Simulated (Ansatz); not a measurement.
Results of LDA (Ansatz, a first-principles code, plane waves, PAW) for Sm (R-3m, No. 166).

Settings: plane-wave cutoff 520 eV, 18×18×18 k mesh, Fermi–Dirac smearing 0.05 eV, spin-polarised with parallel moments, scalar-relativistic PAW data made under PBE.

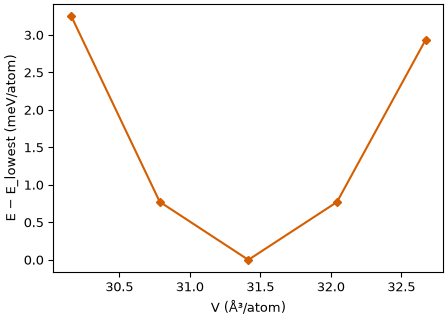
*Total energy against volume*

Question: From the curve, estimate the equilibrium volume and the bulk modulus.

Answer: V0 ≈ 31.4 Å³/atom and B0 ≈ 20 GPa; the fit gives V0 = 31.405 Å³/atom, B0 = 19.7 GPa, B′ = 4.1.

Shape and atoms are relaxed at each volume.

Note: the magnetic order was assumed, not searched for or taken from measurement; the 4f shell is treated without U or exact exchange, so its levels and filling can be wrong; the volume lies 5 % below that of the published cell; the bulk modulus comes from volumes at which shape and atoms were relaxed.

Spin–orbit coupling is not included.

The computed numbers hold no vibrational or temperature effects.
